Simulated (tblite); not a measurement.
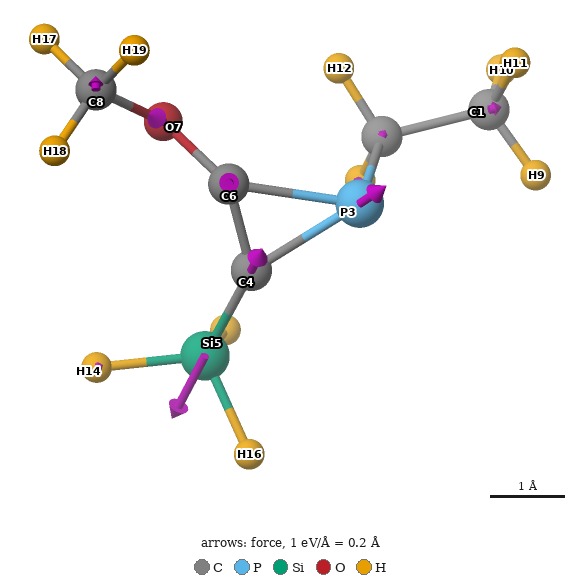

Starting geometry of C5H11OPSi with the computed forces as purple arrows. A ball-and-stick model, seen at a tilt.

Level of theory: GFN2-xTB geometry optimisation, gas phase in tblite 0.8.0. 

**Is this structure relaxed? If not, where do the atoms go?**

It isn't relaxed: the largest force vector, on the Si atom, is 6.01 eV/Å. The final displacements have little in common with the starting forces (cosine between the two patterns 0.05). After 190 geometry steps the energy has fallen by 150.8 kJ/mol. The largest move after the best rigid fit is that of an H atom, 1.73 Å. By element the largest moves are H 1.73 Å, O 0.95 Å, C 0.74 Å, Si 0.71 Å, P 0.60 Å. Near-neighbour distances that change, for instance: C–Si 1.717 → 1.860 Å, C–P 1.775 → 1.869 Å, C–O 1.359 → 1.321 Å, H–Si 1.494 → 1.463 Å. Among the angles between lasting bonds that change: C–C–O 122.9° → 145.1°, P–C–O 134.6° → 143.9°, C–O–C 108.5° → 115.8°. Groups turn about C–P by about 75°. Cost: 1.6 s on 1 thread of Arm Neoverse V1, on a shared host.
